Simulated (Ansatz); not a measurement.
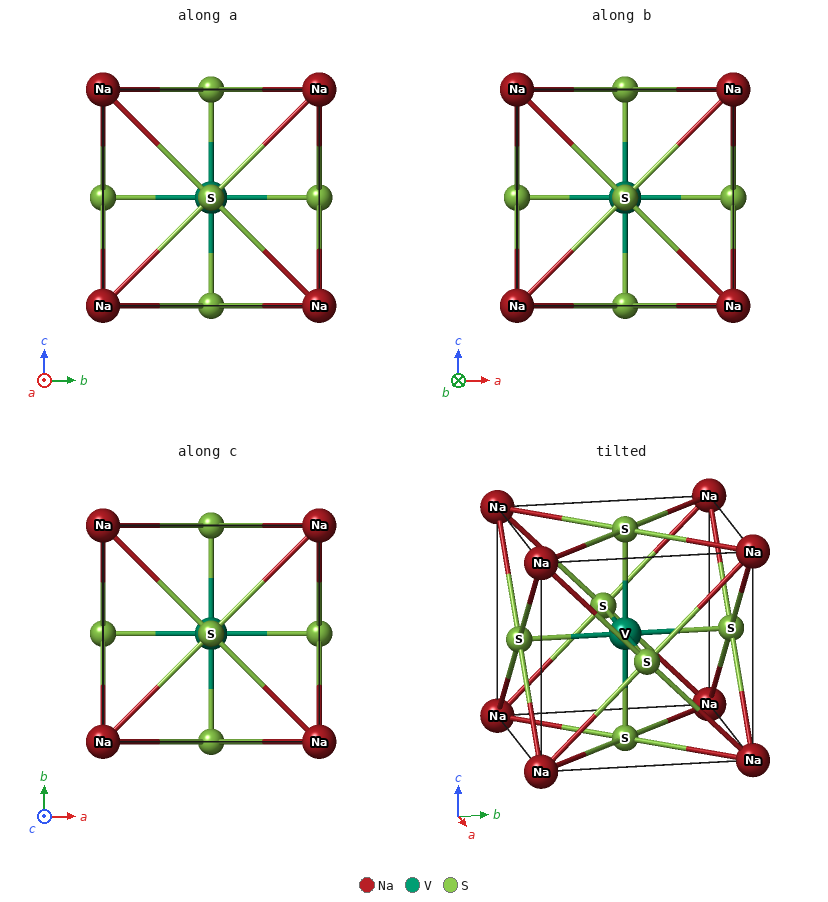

This ball-and-stick model is shown along the a axis, along the b axis, along the c axis and slightly off an axis. The lines enclose the conventional unit cell; boundary atoms appear with their images.

Lattice parameters: a = 4.565 Å, b = 4.565 Å, c = 4.565 Å, α = 90.00°, β = 90.00°, γ = 90.00°. Put a along x and b in the xy plane.

### Express the structure as a POSCAR file.

```
Na V S
1.0
     4.565    0.000    0.000
     0.000    4.565    0.000
     0.000    0.000    4.565
Na V S
1 1 3
Direct
  0.0000 0.0000 0.0000
  0.5000 0.5000 0.5000
  0.5000 0.5000 0.0000
  0.5000 0.0000 0.5000
  0.0000 0.5000 0.5000
```

The cell started as a structure type filled with these elements by a generator (whether the compound takes this form wasn't checked). Earlier steps of the study, as a rule a relaxation of our own, may have changed the cell and positions, so they can lie some per cent off the listed ones. A calculation with Ansatz used it as input.
